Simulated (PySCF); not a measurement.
**H6Si2, SMILES `[SiH3][SiH3]`: what the electrons do**

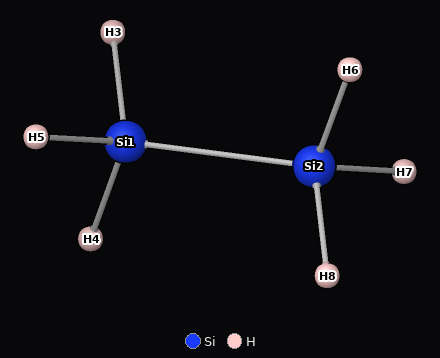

The molecule, with its atoms numbered as below. No frequency check shows the geometry to be a minimum.

Cartesian coordinates (Å):

```
Si1     -1.1527    0.0003   -0.0001
Si2      1.1525    0.0001    0.0001
H3      -1.7147    0.9302   -0.9832
H4      -1.7103   -1.3225   -0.3124
H5      -1.7150    0.3867    1.2967
H6       1.7147    1.3170    0.3108
H7       1.7147   -0.3895   -1.2958
H8       1.7144   -0.9276    0.9853
```

### 1. Electrostatic potential

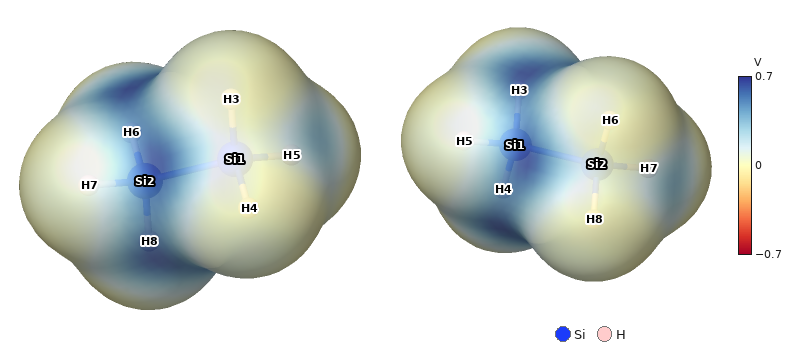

Electrostatic potential on the surface of electron density 0.001 a.u. (back view left, front view right).

Level of theory: M06-2X/def2-SVP (PySCF), at a geometry from GFN2-xTB.

Question: Where are the extremes of the potential on the surface?

Answer: Highest: 0.65 V, near H4 (2.18 Å), Si1 (2.20 Å), H5 (2.23 Å) and H8 (2.35 Å), and at like points elsewhere. Lowest: −0.03 V, 1.5 Å from H6, and at like points elsewhere. The surface is sampled at points, so like sites can differ by a few per cent and only the strongest of them is named.

Question: What volume does the surface enclose, and what is the dipole moment?

Answer: About 106 Å³; the dipole moment is 0.0 D.

### 2. In an electric field

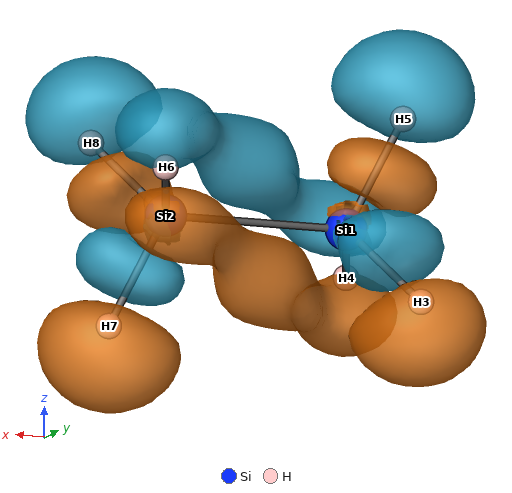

Change of the electron density in a uniform field of 0.26 V/Å, surfaces at ±0.002 e/Å³ (light blue: gain, orange: loss).

PySCF calculation, M06-2X/def2-SVPD, gas phase; geometry: GFN2-xTB.

The field was applied in both directions; the picture shows the one opposite to the script's first.

Question: Along which Cartesian direction does the field point?

Answer: Along −z: electrons gather on the +z side, against the field.

Question: How large is the response?

Answer: The induced dipole is 0.69 D (along the field); α along this axis, from the fields in both directions, is 55 bohr³ (8.1 Å³).

### 3. Localised orbitals

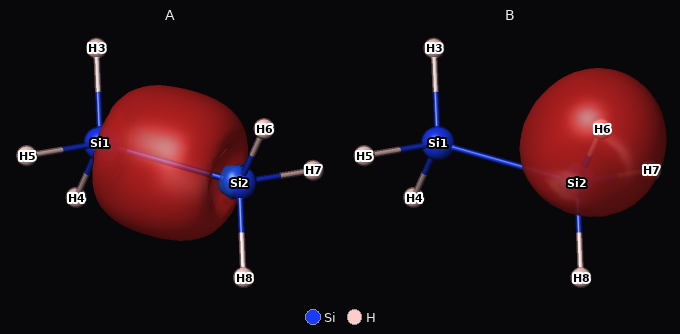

Foster–Boys orbitals, occupied; each surface holds about 70 % of the orbital's density. Energies are diagonal elements of the Fock matrix.

Computed with PySCF, PBE0/def2-SVP, geometry: GFN2-xTB.

Question: Identify each orbital.

Answer: By panel:
- A: σ bond Si2–Si1 (Si2 50 %, Si1 50 %; −10.9 eV)
- B: σ bond H6–Si2 (H6 53 %, Si2 46 %; −11.3 eV)

The PySCF runs shown took 4.4 s, 13 s and 3 s on 1 thread of AMD EPYC 9R14 (Zen 4), with other jobs on the host.
